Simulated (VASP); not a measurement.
Band structure of NiSb (NiAs type). Calculation: LDA (Ceperley-Alder, Perdew-Zunger) with spin-orbit coupling, VASP's LDA PAW potentials (set 64) (plane waves; VASP).

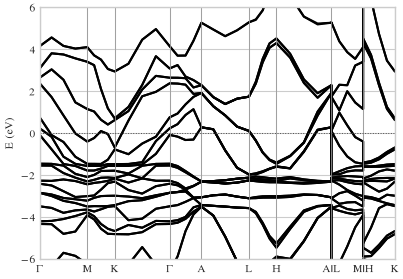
Figure. Bands along high-symmetry lines, zero at the valence-band maximum or, without a gap, the Fermi level

Question: Read the plot: is there a gap, and where are the band edges?

Answer: It has no gap at this level: it comes out as a metal or semimetal.

The compound is NiSb in the NiAs type structure. It was relaxed first.
